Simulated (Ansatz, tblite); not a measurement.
**The cluster SnH2O3: spin states and exact exchange**

Aim: set other spin states of the cluster SnH2O3 against its singlet, on many levels of theory.

Computed with Ansatz 0.2.0, Gaussian basis. Level: as each input shows.

Plan: triplet, at the geometry of the singlet (GFN1-xTB, GFN2-xTB, PBE0-D4/def2-TZVP, PBE-D4/def2-TZVP, r2SCAN-D4/def2-TZVP); the singlet's energies come from earlier runs.

**1. The structure**

The singlet was relaxed beforehand with PBE-D4/def2-SVP. At that level it is the lowest of the isomers that a small search found.

6 atoms, charge 0, spin multiplicity 1.

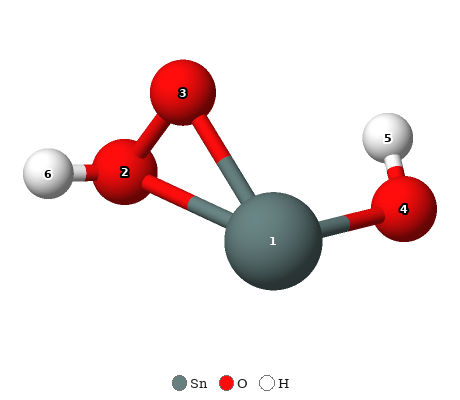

The geometry (tin teal, oxygen red, hydrogen white); atoms are numbered from 1 in the order of the file.

Sn takes a core potential in the def2 sets. No spin-orbit coupling is included.

**2. Triplet at the fixed geometry, GFN1-xTB**

Tight binding, by tblite at 300 K electronic temperature and without a spin-polarisation term:

```python
tblite.interface.Calculator('GFN1-xTB', numbers, positions, charge=0, uhf=2).singlepoint()
```

Energy -473.1203 eV; 0.003 s.

**3. Triplet at the fixed geometry, GFN2-xTB**

Tight binding, by tblite at 300 K electronic temperature and without a spin-polarisation term:

```python
tblite.interface.Calculator('GFN2-xTB', numbers, positions, charge=0, uhf=2).singlepoint()
```

Energy -410.9230 eV; 0.004 s.

**4. Triplet at the fixed geometry, PBE0-D4/def2-TZVP**

in.yaml

```yaml
crystal:
  periodic: [false, false, false]
  atoms:
    - {symbol: Sn, position_ang: [-0.075397, 1.291706, 0.490306]}
    - {symbol: O, position_ang: [0.490797, -0.292312, -1.288523]}
    - {symbol: O, position_ang: [1.150326, -0.397059, 0.045252]}
    - {symbol: O, position_ang: [-1.542492, 0.177878, 1.324491]}
    - {symbol: H, position_ang: [-1.270916, -0.763224, 1.279764]}
    - {symbol: H, position_ang: [1.247673, -0.016979, -1.851280]}
basis:
  gaussian: {orbitals: def2-TZVP}
magnetization: {spin_polarized: true, initial_magnetization: 2}
hamiltonian: {xc: pbe0, dispersion: d4}
scf: {omitted_lower_state_checks: [starts]}
output: {orbitals: {seedname: orbitals}}
```

Command:

```
$ ansatz run in.yaml --threads 4 --pin off --events-out ev --progress --plain --max-ram 3916MiB
```

The log of the run:

```text
Functional definition: PBE0
  name "PBE0"
  cite "Adamo & Barone, J. Chem. Phys. 110, 6158 (1999) doi:10.1063/1.478522"
  cite "Perdew, Burke & Ernzerhof, Phys. Rev. Lett. 77, 3865 (1996) doi:10.1103/PhysRevLett.77.3865"
  parent pbe
  parameter a = 0.25
  parameter kappa = 0.804
  parameter beta = 0.06672455060314922
  exchange = (1 - a)*pbe_x(kappa = kappa, mu = beta*pi^2/3) + a*exact_x
  correlation = pbe_c(beta = beta)
these checks for a lower state are left out or cut short: starts
1002 factors; their error is unknown
mean field evaluation 1: about -11977.6291 eV, gradient 6.5e1 eV
mean field evaluation 2: about -11746.0533 eV, gradient 2.0e2 eV
mean field evaluation 4: about -11985.7268 eV, gradient 5.1e1 eV
mean field evaluation 8: about -11996.5179 eV, gradient 9.9e-1 eV
mean field evaluation 16: about -11996.5692 eV, gradient 2.7e0 eV
mean field -11996.70879402 eV, -440.8709165189 hartree, gradient 1.1e-5 eV, S^2 2.013508; 0 other end points of the search recorded, 0 dependent functions left out
reference -11996.70882931 eV, -440.8709178158 hartree; 25, 23 occupied and 130, 132 virtual orbitals, 1002 factors
Total energy: -11996.80589202 eV, -440.8744848046 hartree
Checks for a lower state left out: starts
```

Run time: 3.7 s. Hardware: 4 threads of Arm Neoverse V1, shared host.

HOMO -4.26 eV, LUMO -5.63 eV (over both spins; with the spin held, an empty level of the minority spin lies below the top filled one); ⟨S²⟩ 2.014 (pure: 2.00).

**5. Triplet at the fixed geometry, PBE-D4/def2-TZVP**

start.molden holds the orbitals of an earlier run on this state, given as this run's starting guess.

in.yaml: that of step 4 with these lines changed.

```diff
@@ -10,5 +10,5 @@
 basis:
-  gaussian: {orbitals: def2-TZVP}
+  gaussian: {orbitals: def2-TZVP, initial_orbitals: start.molden}
 magnetization: {spin_polarized: true, initial_magnetization: 2}
-hamiltonian: {xc: pbe0, dispersion: d4}
+hamiltonian: {xc: pbe, dispersion: d4}
 scf: {omitted_lower_state_checks: [starts]}
```

The command is unchanged.

The log of the run:

```text
Functional definition: PBE
  name "PBE"
  cite "Perdew, Burke & Ernzerhof, Phys. Rev. Lett. 77, 3865 (1996) doi:10.1103/PhysRevLett.77.3865"
  parent pbe
  parameter kappa = 0.804
  parameter beta = 0.06672455060314922
  exchange = pbe_x(kappa = kappa, mu = beta*pi^2/3)
  correlation = pbe_c(beta = beta)
these checks for a lower state are left out or cut short: starts
929 factors; their error is unknown
mean field evaluation 1: about -11997.1844 eV, gradient 6.8e0 eV
mean field evaluation 2: about -11997.3930 eV, gradient 4.7e-1 eV
mean field evaluation 4: about -11997.4385 eV, gradient 6.3e-2 eV
mean field evaluation 8: about -11997.4257 eV, gradient 1.3e-4 eV
mean field -11997.42569525 eV, -440.8972621532 hartree, gradient 1.8e-5 eV, S^2 2.004642; 0 other end points of the search recorded, 0 dependent functions left out
reference -11997.42574165 eV, -440.8972638584 hartree; 25, 23 occupied and 130, 132 virtual orbitals, 929 factors
Total energy: -11997.54171158 eV, -440.9015256748 hartree
Checks for a lower state left out: starts
```

Wall time 2.2 s (4 threads of Arm Neoverse V1, shared host).

From the report: HOMO -3.27 eV, LUMO -6.32 eV (over both spins; with the spin held, an empty level of the minority spin lies below the top filled one); ⟨S²⟩ 2.005 (pure: 2.00).

**6. Triplet at the fixed geometry, r2SCAN-D4/def2-TZVP**

in.yaml: that of step 5 with these lines changed.

```diff
@@ -12,3 +12,3 @@
 magnetization: {spin_polarized: true, initial_magnetization: 2}
-hamiltonian: {xc: pbe, dispersion: d4}
+hamiltonian: {xc: r2scan, dispersion: d4}
 scf: {omitted_lower_state_checks: [starts]}
```

Launched as before.

The log of the run, shortened:

```text
Functional definition: r2SCAN
  name "r2SCAN"
  cite "Furness, Kaplan, Ning, Perdew & Sun, J. Phys. Chem. Lett. 11, 8208 (2020) doi:10.1021/acs.jpclett.0c02405"
  cite "Furness, Kaplan, Ning, Perdew & Sun, J. Phys. Chem. Lett. 11, 9248 (2020) doi:10.1021/acs.jpclett.0c03077"
  parent r2scan
[...]
929 factors; their error is unknown
[...]
mean field -12002.65650408 eV, -441.0894908322 hartree, gradient 2.0e-6 eV, S^2 2.011616; 0 other end points of the search recorded, 0 dependent functions left out
reference -12002.65652324 eV, -441.0894915361 hartree; 25, 23 occupied and 130, 132 virtual orbitals, 929 factors
Total energy: -12002.68199824 eV, -441.0904277251 hartree
Checks for a lower state left out: starts
```

Wall time 6 s (4 threads of Arm Neoverse V1, shared host).

Report: HOMO -3.51 eV, LUMO -6.28 eV (over both spins; with the spin held, an empty level of the minority spin lies below the top filled one); ⟨S²⟩ 2.012 (pure: 2.00).

**7. Triplet less singlet, vertical**

The singlet's energies are those of its earlier runs, whose logs aren't repeated here.

| level | triplet less singlet, vertical (kJ/mol) | time |
| --- | --- | --- |
| GFN1-xTB | +575.1 | 0.006 s |
| GFN2-xTB | +509.4 | 0.007 s |
| PBE-D4/def2-TZVP | +306.0 | 3.2 s |
| r2SCAN-D4/def2-TZVP | +311.2 | 8 s |
| PBE0-D4/def2-TZVP | +328.7 | 5.3 s |

Times add the two runs; a level without a time comes out of a correlated run. Tight binding without a spin term can't rank spin states.

**8. Summary of results**

| quantity | value |
| --- | --- |
| triplet less singlet, vertical, functionals in def2-TZVP | +306.0 (PBE-D4) to +328.7 kJ/mol (PBE0-D4) |

**Reading.** All functionals put the triplet above the singlet, over a spread of 22.6 kJ/mol. The checks for a lower triplet were left out, so another state of that spin may lie lower. These are electronic energies, without zero-point motion, entropy or surroundings.
